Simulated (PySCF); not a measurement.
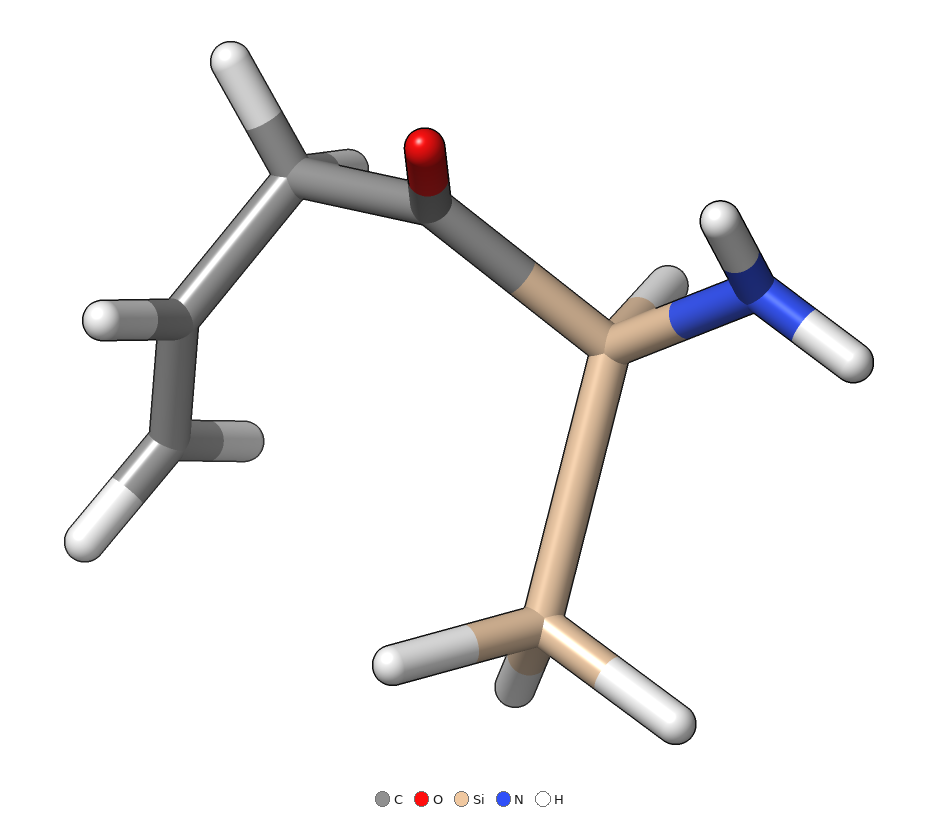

The computed structure is the end point of a GFN2-xTB optimisation. No frequency run is at hand to confirm it as a minimum. Properties computed with PBE0/pcSseg-1, gas phase (PySCF 2.14.0).

What does the calculation give?

The species is C₄H₁₁NOSi₂ (`C=CCC(=O)[Si@@H](N)[SiH3]`).
- dipole moment: 1.37 D
- HOMO energy (Kohn–Sham orbital): −6.79 eV
- LUMO energy (Kohn–Sham orbital): −1.41 eV
- HOMO–LUMO gap: 5.38 eV

The geometry is semi-empirical. Around Si such bond lengths and angles can be off by a tenth of an ångström or more and by several degrees, and values that hang on the shape move with them.
